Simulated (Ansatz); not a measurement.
## Fields on a plane of WC (WC type, space group P-6m2)

```
CELL_PARAMETERS angstrom
      2.89868     0.00000     0.00000
     -1.44934     2.51033     0.00000
      0.00000     0.00000     2.82802
ATOMIC_POSITIONS crystal
  W  0.00000 0.00000 0.00000
  C  0.66667 0.33333 0.50000
```

The slice is a (-1 2 -1 0) plane (indices of the conventional cell) through the point (0.667, 0.333, 0.500) (fractional), spanned by u = [001] and v = [210] in vectors of this cell: u (2.83 Å) and v (5.02 Å, at 90° to u). It covers one period; positions are fractions (u, v).

Atoms on it: W at (0.50, 0.67); C at (0.00, 0.00).

The numbers are results of PBEsol (plane waves to 420 eV, PAW, scalar-relativistic; Ansatz, a first-principles code), not measurements. k mesh 18×18×16. Inside the PAW spheres the values are not all-electron values, and peaks at nuclei hang on which shells count as valence. Spin-orbit coupling is left out, though W is heavy. The PAW data are Ansatz's earlier set. WC is run without spin polarisation. WC was relaxed with its symmetry unable to fall.

```
|******++==--::::::--==++****|
|******++==----::----==++****|
|++++++==================++++|
|==========++******++========|
|----====**##%%%%%%##**====--|
|----==++##@@@@@@@@@@##++==--|
|----==**%%@@@@@@@@@@%%**==--|
|----==**%%@@@@@@@@@@%%**==--|
|----==**%%@@@@@@@@@@%%**==--|
|::----++##%%@@@@@@%%##++----|
|::::--==++##%%%%%%##++==--::|
|::::::::--++******++--::::::|
|......::::----==----::::....|
|    ......::::--::::......  |
|      ....::::::::::....    |
|        ..::::::::::..      |
|      ....::::::::::....    |
|..........::::::::::........|
|::::::::::::::::::::::::::::|
|==--------::::::::::--------|
|++++====----::::::----====++|
|******++==--::::::--==++****|
|******++==--::::::--==++****|
|******++==--::::::--==++****|
```
Scale: ten equal steps from -0.95 (start of ' ') to 0.76 (end of '@'), in the order ' .:-=+*#%@'. Values: log₁₀ of the valence density in e/Å³. The map has 14 points along u (two characters each, u = 0 at the left) and 24 along v (v = 0 in the bottom row). The scale is logarithmic, as a density can span decades between atoms and voids.

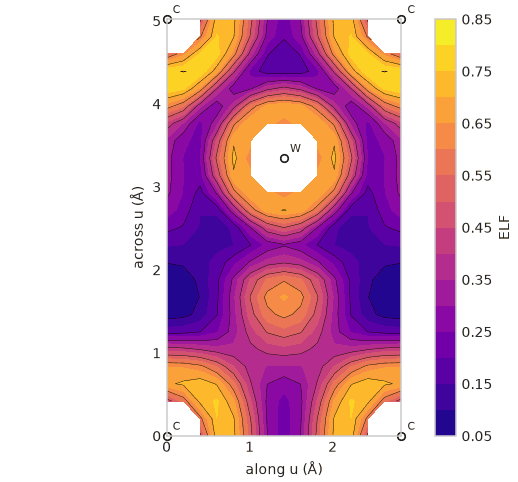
Figure. Electron localisation function (ELF), one period of the plane, atoms marked. Points within 0.4 Å of a nucleus are left white, as the pseudised field means little there.

The density on the W–C line (2.19 Å) at its density minimum, 1.1 Å from W is 0.66 e/Å³ and the ELF at that point is 0.4.
